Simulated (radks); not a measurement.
# Polarisabilities and dispersion coefficients of Mo²⁺, I, Tm³⁺ and others

Aim: static dipole polarisabilities and C6 coefficients, each species in its NIST ground configuration. After each ground state the linear response is solved; its values go to the run's result record, not to the log. Response by self-consistent Sternheimer equations with the Hartree and adiabatic LDA kernel, the relativistic mass of each level held fixed and spin-orbit coupling left out.

Program: radks (a radial shooting solver on a logarithmic mesh, Libxc functionals) version 1. Level of theory: scalar-relativistic Kohn-Sham, PBE, spin-polarised, spherical densities, finite nucleus; open shells are filled with parallel spins first. These are calculated values, not measurements, unless marked.

## 1. What is computed

```
species : Mo²⁺ ([Kr] 4d4), I ([Kr] 4d10 5s2 5p5), Tm³⁺ ([Xe] 4f12), Se ([Ar] 3d10 4s2 4p4), Cs ([Xe] 6s1), Al ([Ne] 3s2 3p1), Sn⁺ ([Kr] 4d10 5s2 5p1)
```

In the logs a row gives level, spin channel, occupation and eigenvalue; Etot, Ekin, Encl (electron-nucleus), Eh (Hartree) and Exc are energies, all in hartree; err is the last residual, it the number of iterations.

## 2. Mo²⁺, [Kr] 4d4

Input:

```text
Z 42
configuration [Kr] 4d4
relativity scalar-relativistic
functional pbe,pbe
spin polarised
nucleus finite rms 4.4091 fm
c 137.035999084
response adiabatic LDA kernel
```

Output:

```text
1s      1   1.0000        -729.11740376
2s      1   1.0000        -103.56273482
2p      1   3.0000         -92.65368620
3s      1   1.0000         -18.18792332
3p      1   3.0000         -14.61365623
3d      1   5.0000          -8.80042422
4s      1   1.0000          -3.07356853
4p      1   3.0000          -2.12262666
4d      1   4.0000          -0.80611546
1s      2   1.0000        -729.11797793
2s      2   1.0000        -103.54592738
2p      2   3.0000         -92.64126877
3s      2   1.0000         -18.17931763
3p      2   3.0000         -14.60392206
3d      2   5.0000          -8.78500213
4s      2   1.0000          -2.98029178
4p      2   3.0000          -2.01910646
4d      2   0.0000          -0.69443174
Etot -4047.850282418986
Ekin 4173.608628119381
Encl -9728.677477629515
Eh 1630.3148052111483
Exc -123.09623812000007
err 8.235333209157317e-09
it 14
```

Highest occupied level: 4d up at -21.936 eV. The response step gives α = 10.47 bohr³ (14.61 without the induced potential) and C6 = 55.80 hartree bohr⁶.

From the orbitals of this run (lengths in bohr):

| level | occupation | energy (eV) | <r> | outermost maximum (interpolated) | 90 % within | nodes |
| --- | --- | --- | --- | --- | --- | --- |
| 3d up | 5 | -239.47 | 0.4153 | 0.323 | 0.664 | 0 |
| 3d down | 5 | -239.05 | 0.4152 | 0.323 | 0.664 | 0 |
| 4s up | 1 | -83.636 | 1.107 | 0.991 | 1.61 | 3 |
| 4s down | 1 | -81.098 | 1.100 | 0.986 | 1.60 | 3 |
| 4p up | 3 | -57.760 | 1.231 | 1.07 | 1.82 | 2 |
| 4p down | 3 | -54.943 | 1.223 | 1.07 | 1.81 | 2 |
| 4d up | 4 | -21.936 | 1.713 | 1.35 | 2.68 | 1 |
| 4d down | 0 | -18.896 | 1.736 | 1.34 | 2.75 | 1 |

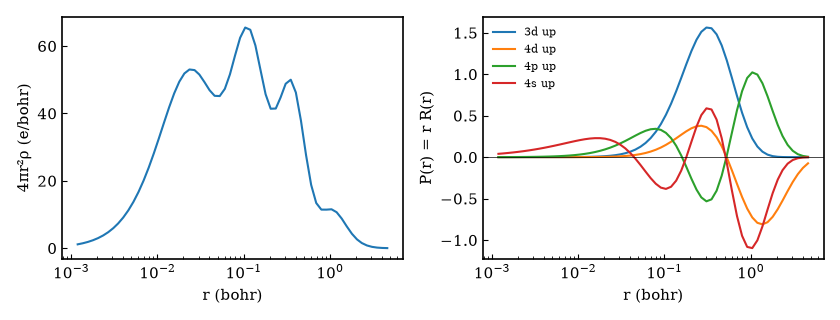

Left: shells in the radial density. Right: radial functions of the outer levels.

## 3. I, [Kr] 4d10 5s2 5p5

Input:

```text
Z 53
configuration [Kr] 4d10 5s2 5p5
relativity scalar-relativistic
functional pbe,pbe
spin polarised
nucleus finite rms 4.75 fm
c 137.035999084
response adiabatic LDA kernel
```

Output:

```text
1s      1   1.0000       -1212.08062155
2s      1   1.0000        -187.27245720
2p      1   3.0000        -168.09007533
3s      1   1.0000         -37.79727164
3p      1   3.0000         -31.58038432
3d      1   5.0000         -22.26868297
4s      1   1.0000          -6.63660211
4p      1   3.0000          -4.68848994
4d      1   5.0000          -1.84877747
5s      1   1.0000          -0.65006088
5p      1   3.0000          -0.27096421
1s      2   1.0000       -1212.07950840
2s      2   1.0000        -187.27195493
2p      2   3.0000        -168.08915458
3s      2   1.0000         -37.79631497
3p      2   3.0000         -31.57928779
3d      2   5.0000         -22.26763301
4s      2   1.0000          -6.63431806
4p      2   3.0000          -4.68616161
4d      2   5.0000          -1.84510363
5s      2   1.0000          -0.62738748
5p      2   2.0000          -0.24800878
Etot -7116.169229207427
Ekin 7469.013020155586
Encl -17218.182861216323
Eh 2814.0127338757084
Exc -181.012122022398
err 2.8397714308707838e-09
it 15
```

The top filled level is 5p down, -6.749 eV. The response step gives α = 34.51 bohr³ (55.70 without the induced potential) and C6 = 375.0 hartree bohr⁶.

## 4. Tm³⁺, [Xe] 4f12

Input:

```text
Z 69
configuration [Xe] 4f12
relativity scalar-relativistic
functional pbe,pbe
spin polarised
nucleus finite rms 5.2256 fm
c 137.035999084
response adiabatic LDA kernel
```

Output:

```text
1s      1   1.0000       -2179.54546912
2s      1   1.0000        -368.76543149
2p      1   3.0000        -325.78187922
3s      1   1.0000         -83.86955006
3p      1   3.0000         -70.84933695
3d      1   5.0000         -54.75855957
4s      1   1.0000         -17.54806964
4p      1   3.0000         -13.26443328
4d      1   5.0000          -7.57185458
4f      1   7.0000          -1.34160966
5s      1   1.0000          -3.09613570
5p      1   3.0000          -2.07745386
1s      2   1.0000       -2179.54546872
2s      2   1.0000        -368.76457265
2p      2   3.0000        -325.78125115
3s      2   1.0000         -83.83581874
3p      2   3.0000         -70.81561449
3d      2   5.0000         -54.73287888
4s      2   1.0000         -17.47871031
4p      2   3.0000         -13.19634180
4d      2   5.0000          -7.50507060
4f      2   5.0000          -1.28167587
5s      2   1.0000          -3.06502370
5p      2   3.0000          -2.05518508
Etot -13564.383408668202
Ekin 14740.575858256163
Encl -33257.068904518834
Eh 5236.2236586486015
Exc -284.11402105413083
err 1.2880766673553476e-08
it 16
```

The top filled level is 4f down, -34.876 eV. The response step gives α = 4.867 bohr³ (9.734 without the induced potential) and C6 = 24.72 hartree bohr⁶.

## 5. Se, [Ar] 3d10 4s2 4p4

Input:

```text
Z 34
configuration [Ar] 3d10 4s2 4p4
relativity scalar-relativistic
functional pbe,pbe
spin polarised
nucleus finite rms 4.14 fm
c 137.035999084
response adiabatic LDA kernel
```

Output:

```text
1s      1   1.0000        -459.54411843
2s      1   1.0000         -59.05821443
2p      1   3.0000         -51.94560837
3s      1   1.0000          -7.84345149
3p      1   3.0000          -5.61932576
3d      1   5.0000          -1.95074128
4s      1   1.0000          -0.65803456
4p      1   3.0000          -0.26154828
1s      2   1.0000        -459.54059611
2s      2   1.0000         -59.05646237
2p      2   3.0000         -51.94237364
3s      2   1.0000          -7.83889508
3p      2   3.0000          -5.61417369
3d      2   5.0000          -1.94355095
4s      2   1.0000          -0.60100999
4p      2   1.0000          -0.20597043
Etot -2429.9734845972575
Ekin 2479.5779566407346
Encl -5858.185514031376
Eh 1036.4693776757958
Exc -87.8353048824113
err 3.926074237233866e-09
it 15
```

The top filled level is 4p down, -5.605 eV. The response step gives α = 27.93 bohr³ (41.29 without the induced potential) and C6 = 232.6 hartree bohr⁶.

## 6. Cs, [Xe] 6s1

Input:

```text
Z 55
configuration [Xe] 6s1
relativity scalar-relativistic
functional pbe,pbe
spin polarised
nucleus finite rms 4.8041 fm
c 137.035999084
response adiabatic LDA kernel
```

Output:

```text
1s      1   1.0000       -1315.50550391
2s      1   1.0000        -206.35289273
2p      1   3.0000        -185.11583400
3s      1   1.0000         -42.89837421
3p      1   3.0000         -36.06320510
3d      1   5.0000         -26.02907357
4s      1   1.0000          -8.09329538
4p      1   3.0000          -5.90810829
4d      1   5.0000          -2.72704825
5s      1   1.0000          -0.98130786
5p      1   3.0000          -0.49660680
6s      1   1.0000          -0.08332819
1s      2   1.0000       -1315.50537187
2s      2   1.0000        -206.35280464
2p      2   3.0000        -185.11575741
3s      2   1.0000         -42.89824987
3p      2   3.0000         -36.06308167
3d      2   5.0000         -26.02895948
4s      2   1.0000          -8.09304271
4p      2   3.0000          -5.90781763
4d      2   5.0000          -2.72662549
5s      2   1.0000          -0.97973747
5p      2   3.0000          -0.49343270
6s      2   0.0000          -0.05681580
Etot -7786.638703983492
Ekin 8203.46312469194
Encl -18842.65126285967
Eh 3044.5412861635004
Exc -191.99185197926386
err 2.8569090687364125e-09
it 16
```

6s up is the highest filled level (-2.267 eV). The response step gives α = 404.8 bohr³ (477.9 without the induced potential) and C6 = 6937 hartree bohr⁶.

## 7. Al, [Ne] 3s2 3p1

Input:

```text
Z 13
configuration [Ne] 3s2 3p1
relativity scalar-relativistic
functional pbe,pbe
spin polarised
nucleus finite rms 3.061 fm
c 137.035999084
response adiabatic LDA kernel
```

Output:

```text
1s      1   1.0000         -55.53103608
2s      1   1.0000          -3.97285506
2p      1   3.0000          -2.55747414
3s      1   1.0000          -0.29567947
3p      1   1.0000          -0.11062107
1s      2   1.0000         -55.52937870
2s      2   1.0000          -3.97083145
2p      2   3.0000          -2.55488799
3s      2   1.0000          -0.26759434
3p      2   0.0000          -0.08170670
Etot -242.6916329296086
Ekin 243.1341719744154
Encl -580.4118511044092
Eh 113.02705302514104
Exc -18.441006824755863
err 2.2634599434899913e-09
it 18
```

3p up is the highest filled level (-3.010 eV). The response step gives α = 66.70 bohr³ (96.61 without the induced potential) and C6 = 584.2 hartree bohr⁶.

## 8. Sn⁺, [Kr] 4d10 5s2 5p1

Input:

```text
Z 50
configuration [Kr] 4d10 5s2 5p1
relativity scalar-relativistic
functional pbe,pbe
spin polarised
nucleus finite rms 4.6519 fm
c 137.035999084
response adiabatic LDA kernel
```

Output:

```text
1s      1   1.0000       -1066.48175556
2s      1   1.0000        -161.25149985
2p      1   3.0000        -144.79063878
3s      1   1.0000         -31.35401143
3p      1   3.0000         -25.97412584
3d      1   5.0000         -17.69122426
4s      1   1.0000          -5.21463186
4p      1   3.0000          -3.58962595
4d      1   5.0000          -1.24320453
5s      1   1.0000          -0.66697778
5p      1   1.0000          -0.39023213
1s      2   1.0000       -1066.48103025
2s      2   1.0000        -161.25133927
2p      2   3.0000        -144.79015406
3s      2   1.0000         -31.35343876
3p      2   3.0000         -25.97346907
3d      2   5.0000         -17.69064330
4s      2   1.0000          -5.21328521
4p      2   3.0000          -3.58809603
4d      2   5.0000          -1.23904280
5s      2   1.0000          -0.63911940
5p      2   0.0000          -0.36000305
Etot -6176.796027049656
Ekin 6448.724408040236
Encl -14922.201245531196
Eh 2461.247469123946
Exc -164.56665868264187
err 1.3360814298734825e-09
it 15
```

5p up is the highest filled level (-10.619 eV). The response step gives α = 27.00 bohr³ (45.07 without the induced potential) and C6 = 207.9 hartree bohr⁶.

## 9. Results

| species | −ε(HOMO) (eV) | α (bohr³) | α uncoupled (bohr³) | C6 (hartree bohr⁶) | C8 (hartree bohr⁸) | recommended α (bohr³) |
| --- | --- | --- | --- | --- | --- | --- |
| Mo²⁺ | 21.936 | 10.47 | 14.61 | 55.80 | - | - |
| I | 6.749 | 34.51 | 55.70 | 375.0 | - | 32.9 |
| Tm³⁺ | 34.876 | 4.867 | 9.734 | 24.72 | - | - |
| Se | 5.605 | 27.93 | 41.29 | 232.6 | - | 28.9 |
| Cs | 2.267 | 404.8 | 477.9 | 6937 | 1293100 | 400.9 |
| Al | 3.010 | 66.70 | 96.61 | 584.2 | - | 57.8 |
| Sn⁺ | 10.619 | 27.00 | 45.07 | 207.9 | - | - |

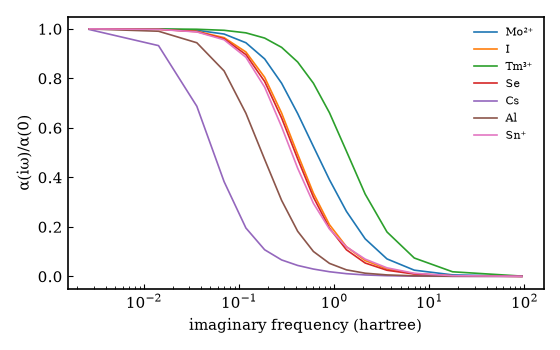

Polarisability at imaginary frequency, each scaled by its static value.

What this shows: Uncoupled leaves out the potential induced by the response; C6 and C8 are for like pairs. Cs is the most polarisable and Tm³⁺ the least, a factor 83.2 apart. For the pair Cs–Tm³⁺ the Casimir-Polder integral gives C6 = 197.0, the rule 2·Ca·Cb/(Ca·αb/αa + Cb·αa/αb) on the like-pair values 160.3. Against the recommended values (Schwerdtfeger and Nagle, 2023 table) the misses are I +5 %, Se -3 %, Cs +1 %, Al +15 %. C8 is given only where no p, d or f shell is open. For heavy and open-shell atoms this level can miss by tens of per cent.
